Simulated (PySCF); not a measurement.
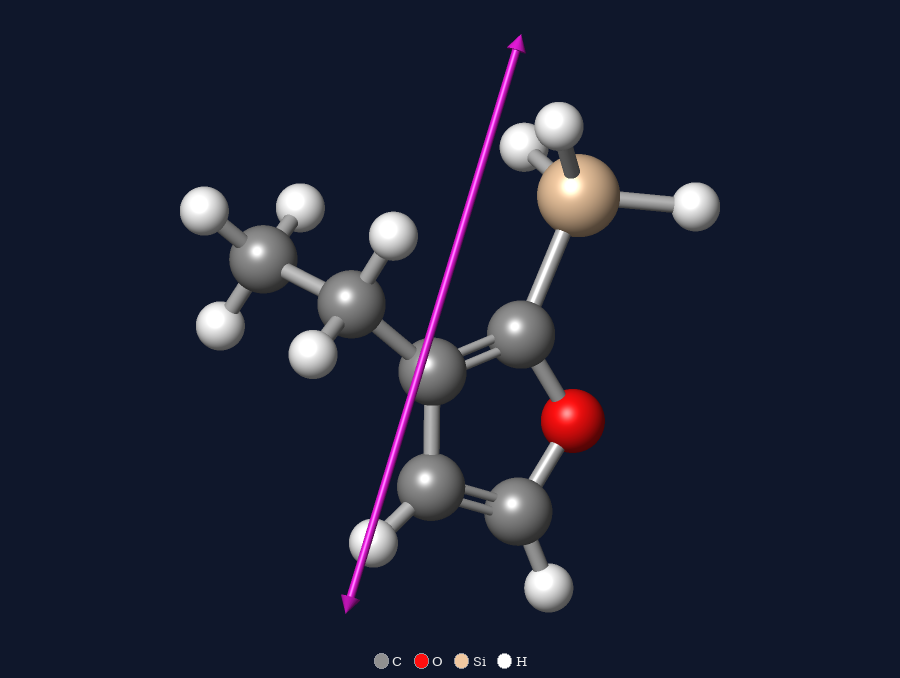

The double arrow shows the direction of the transition dipole to excited singlet state 1 (its length means nothing). The computed structure is the end point of a GFN2-xTB optimisation. No frequency run is at hand to confirm it as a minimum. Level of theory: TDDFT CAM-B3LYP/def2-SVPD, vertical, gas phase, core orbitals frozen in the response (PySCF 2.14.0).

Where does the transition lie, and how strong is it?

Answer. 5.79 eV (214 nm), oscillator strength 0.26, mainly HOMO → LUMO (weight 0.94); transition dipole 3.45 D.

The geometry is semi-empirical. Around Si such bond lengths and angles can be off by a tenth of an ångström or more and by several degrees, and values that hang on the shape move with them.
